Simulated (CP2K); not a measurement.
**PM6 run of InSiH3Cl2O (SMILES [SiH3][O][In]([Cl])[Cl])**

Aim: the energy change on altering one bond length of InSiH3Cl2O at PM6, from 2 runs. 

Program for the calculation: CP2K 2026.2.

## (1) The structure to begin with

InSiH3Cl2O: 8 atoms, total charge 0, spin state singlet. SMILES: `[SiH3][O][In]([Cl])[Cl]`. The shape comes from GFN2-xTB, which is rough for such elements, and wasn't checked as a minimum.

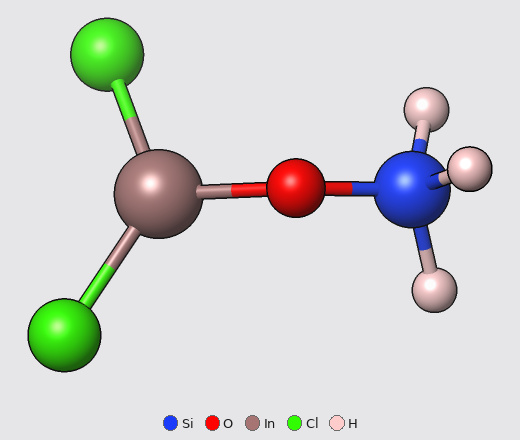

The structure, seen from a chosen angle (silicon blue, oxygen red, indium brown, chlorine green, hydrogen pink).

## (2) Energy and gradient at PM6

job.inp

```
&GLOBAL
    PROJECT_NAME job
    RUN_TYPE ENERGY_FORCE
    PRINT_LEVEL MEDIUM
&END GLOBAL
&FORCE_EVAL
    METHOD QUICKSTEP
    &DFT
        &QS
            METHOD PM6
            EPS_DEFAULT 1.0E-10
            &SE
                &COULOMB
                    CUTOFF [angstrom] 50
                    RC_RANGE [angstrom] 0
                &END COULOMB
                &EXCHANGE
                    CUTOFF [angstrom] 50
                    RC_RANGE [angstrom] 0
                &END EXCHANGE
            &END SE
        &END QS
        &POISSON
            PERIODIC NONE
            POISSON_SOLVER ANALYTIC
        &END POISSON
        &SCF
            SCF_GUESS ATOMIC
            EPS_SCF 1.0E-06
            MAX_SCF 150
            &DIAGONALIZATION
                ALGORITHM STANDARD
            &END DIAGONALIZATION
            &MIXING
                METHOD DIRECT_P_MIXING
                ALPHA 0.4
            &END MIXING
        &END SCF
        ! extra output
        &PRINT
            &MOMENTS
                PERIODIC F
                REFERENCE COM
                MAX_MOMENT 1
            &END MOMENTS
            &MO ON
                ENERGIES T
                OCCUPATION_NUMBERS T
                NDIGITS 6
                &EACH
                    QS_SCF 0
                &END EACH
                ADD_LAST NUMERIC
            &END MO
            &HIRSHFELD OFF
            &END HIRSHFELD
        &END PRINT
    &END DFT
    &SUBSYS
        ! vacuum box
        &CELL
            ABC 14.7 13.8 14.9
            PERIODIC NONE
        &END CELL
        &COORD
            Si    -1.153790    -0.097610     0.986030
            O      0.245670     0.509240     0.440210
            In     1.394700     0.190740    -1.118600
            Cl     2.494900    -1.812110    -1.196360
            Cl     1.598360     1.945340    -2.565440
            H     -1.089710    -1.565920     1.083780
            H     -2.248700     0.277200     0.077510
            H     -1.241440     0.553110     2.292860
        &END COORD
        &TOPOLOGY
            &CENTER_COORDINATES
            &END CENTER_COORDINATES
        &END TOPOLOGY
    &END SUBSYS
    ! extra output
    &PRINT
        &FORCES ON
        &END FORCES
    &END PRINT
&END FORCE_EVAL
```

Launch:

```sh
OMP_NUM_THREADS=1 cp2k.psmp -i job.inp > job.out 2>&1
```

The log of the run:

```text
CP2K| version string:                                       CP2K version 2026.2
[...]
 GLOBAL| Method name                                                        CP2K
[...]
 GLOBAL| Run type                                                   ENERGY_FORCE
[...]
                             - Atoms:                                          8
[...]
                             - Spherical basis functions:                     38
[...]
 Number of electrons:                                                         30
[...]
     1 P_Mix/Diag. 0.40E+00    0.0     0.75910723       -31.4243092366 -3.14E+01
[...]
    17 DIIS/Diag.  0.60E-07    0.0     0.00000013       -35.7191254005 -4.25E-12
  *** SCF run converged in    17 steps ***
  Core-core repulsion energy [eV]:                           1505.71837941688091
  Core Hamiltonian energy [eV]:                             -1563.21118856494604
  Two-electron integral energy [eV]:                        -1828.94804629323130
  Electronic energy [eV]:                                   -2477.68521171156181
  Total energy [eV]:                                         -971.96683229468067
  Atomic reference energy [eV]:                               966.81196141730106
  Heat of formation [kcal/mol]:                              -118.87415585345279
[...]
 SE_DIPOLE| Moment [Debye]         -0.04875928       0.59485723       0.92327103
 SE_DIPOLE| Derivative [a.u.]       0.00000000       0.00000000       0.00000000
 ENERGY| Total FORCE_EVAL ( QS ) energy [hartree]            -35.719125400544321
 FORCES| Atomic forces [hartree/bohr]
 FORCES|   Atom     x               y               z               |f|
 FORCES|      1  1.66694885E-03  4.76634973E-03  5.67988835E-03   7.59986447E-03
 FORCES|      2 -2.21198662E-02 -2.48538378E-03  1.82983091E-02   2.88148179E-02
 FORCES|      3  1.15941177E-02 -8.39733694E-04 -1.01096077E-02   1.54056122E-02
 FORCES|      4  8.16532619E-03 -1.55027862E-02 -2.02743996E-03   1.76385783E-02
 FORCES|      5  1.92312486E-03  1.34003704E-02 -1.34074629E-02   1.90533041E-02
 FORCES|      6  1.20757593E-03  3.36208072E-03 -1.19224116E-03   3.76606763E-03
 FORCES|      7  2.62214455E-03 -6.13279481E-04  1.07433647E-03   2.89930209E-03
 FORCES|      8 -5.05937189E-03 -2.08761770E-03  1.68421776E-03   5.72642829E-03
 FORCES| Sum     0.00000000E+00  3.81639165E-17  5.55111512E-17
 FORCES| Total atomic force                                       6.73644746E-17
[...]
```

It took 0.42 s on 1 thread of Arm Neoverse N1, shared host; peak memory 0.14 GiB.

## (3) The distorted shape

run.inp

```
&GLOBAL
  PROJECT_NAME run
  RUN_TYPE ENERGY_FORCE
  PRINT_LEVEL MEDIUM
&END GLOBAL

&FORCE_EVAL
  METHOD Quickstep
  &DFT
    &QS
      METHOD PM6
      EPS_DEFAULT 1.0E-10
      &SE
        &COULOMB
          CUTOFF [angstrom] 50
          RC_RANGE [angstrom] 0
        &END COULOMB
        &EXCHANGE
          CUTOFF [angstrom] 50
          RC_RANGE [angstrom] 0
        &END EXCHANGE
      &END SE
    &END QS
    &POISSON
      PERIODIC NONE
      POISSON_SOLVER ANALYTIC
    &END POISSON
    &SCF
      SCF_GUESS ATOMIC
      EPS_SCF 1.0E-06
      MAX_SCF 150
      &DIAGONALIZATION
        ALGORITHM STANDARD
      &END DIAGONALIZATION
      &MIXING
        METHOD DIRECT_P_MIXING
        ALPHA 0.4
      &END MIXING
    &END SCF
    &PRINT
      &MOMENTS
        PERIODIC F
        REFERENCE COM
        MAX_MOMENT 1
      &END MOMENTS
      &MO ON
        ENERGIES T
        OCCUPATION_NUMBERS T
        NDIGITS 6
        &EACH
          QS_SCF 0
        &END EACH
        ADD_LAST NUMERIC
      &END MO
      &HIRSHFELD OFF
      &END HIRSHFELD
    &END PRINT
  &END DFT
  &SUBSYS
    &CELL
      ABC 15 13.8 14.9
      PERIODIC NONE
    &END CELL
    &COORD
      Si    -0.934777    -0.172583     1.167760
      O      0.464683     0.434267     0.621940
      In     1.613713     0.115767    -0.936870
      Cl     2.713913    -1.887083    -1.014630
      Cl     1.817373     1.870367    -2.383710
      H     -0.870697    -1.640893     1.265510
      H     -2.248700     0.277200     0.077510
      H     -1.022427     0.478137     2.474590
    &END COORD
    &TOPOLOGY
      &CENTER_COORDINATES
      &END CENTER_COORDINATES
    &END TOPOLOGY
  &END SUBSYS
  &PRINT
    &FORCES ON
    &END FORCES
  &END PRINT
&END FORCE_EVAL
```

Launch:

```sh
OMP_NUM_THREADS=1 cp2k.psmp -i run.inp > run.out 2>&1
```

The log of the run:

```text
CP2K| version string:                                       CP2K version 2026.2
[...]
 GLOBAL| Method name                                                        CP2K
[...]
 GLOBAL| Run type                                                   ENERGY_FORCE
[...]
                             - Atoms:                                          8
[...]
                             - Spherical basis functions:                     38
[...]
 Number of electrons:                                                         30
[...]
     1 P_Mix/Diag. 0.40E+00    0.0     0.75617803       -31.4826744435 -3.15E+01
[...]
    17 DIIS/Diag.  0.60E-07    0.0     0.00000012       -35.6962334895 -3.19E-12
  *** SCF run converged in    17 steps ***
  Core-core repulsion energy [eV]:                           1497.95305812388074
  Core Hamiltonian energy [eV]:                             -1561.75109445463568
  Two-electron integral energy [eV]:                        -1815.09175077179430
  Electronic energy [eV]:                                   -2469.29696984053271
  Total energy [eV]:                                         -971.34391171665209
  Atomic reference energy [eV]:                               966.81196141730106
  Heat of formation [kcal/mol]:                              -104.50926493022183
[...]
 SE_DIPOLE| Moment [Debye]         -0.00711524       0.62608637       0.85159865
 SE_DIPOLE| Derivative [a.u.]       0.00000000       0.00000000       0.00000000
 ENERGY| Total FORCE_EVAL ( QS ) energy [hartree]            -35.696233489522420
 FORCES| Atomic forces [hartree/bohr]
 FORCES|   Atom     x               y               z               |f|
 FORCES|      1 -5.00259770E-02  2.00443715E-02 -3.35439632E-02   6.34789152E-02
 FORCES|      2 -2.03347959E-02 -1.32039379E-03  1.67649365E-02   2.63876953E-02
 FORCES|      3  1.15033229E-02 -7.30578796E-04 -9.94528849E-03   1.52239596E-02
 FORCES|      4  8.14289884E-03 -1.55208735E-02 -2.01828319E-03   1.76430662E-02
 FORCES|      5  1.92034259E-03  1.33835871E-02 -1.34053943E-02   1.90397667E-02
 FORCES|      6  8.83897018E-04  3.55174385E-03 -1.79192175E-03   4.07518611E-03
 FORCES|      7  5.31757555E-02 -1.77045639E-02  4.27018169E-02   7.04596177E-02
 FORCES|      8 -5.26544393E-03 -1.70329240E-03  1.23809756E-03   5.67088973E-03
 FORCES| Sum    -5.55111512E-17  7.84095011E-16 -1.38777878E-16
 FORCES| Total atomic force                                       7.98214115E-16
[...]
```

Run time: 0.42 s. Hardware: 1 thread of Arm Neoverse N1, shared host; peak memory 0.14 GiB.

## (4) Outcome

Level: PM6.

```
                                                          quantity            value
                                         first shape: total energy     -35.71913 Eh
                                        first shape: dipole moment           1.10 D
                                          first shape: HOMO energy        -11.11 eV
            first shape: heat of formation at this unrelaxed shape  -118.9 kcal/mol
                             first shape: largest force on an atom       1.482 eV/Å
                                     distorted shape: total energy     -35.69623 Eh
                                    distorted shape: dipole moment           1.06 D
                                      distorted shape: HOMO energy        -10.51 eV
        distorted shape: heat of formation at this unrelaxed shape  -104.5 kcal/mol
                         distorted shape: largest force on an atom       3.623 eV/Å
energy change with the Si1–H7 bond stretched from 1.471 to 1.766 Å         0.623 eV
```

**Reading.** With the Si1–H7 bond stretched from 1.471 to 1.766 Å the energy rises by 0.62 eV (14.4 kcal/mol). The first shape isn't relaxed at this level, so the change isn't measured from a minimum. The largest force (first shape) is 1.48 eV/Å: the shape isn't a stationary point for this species at this level.
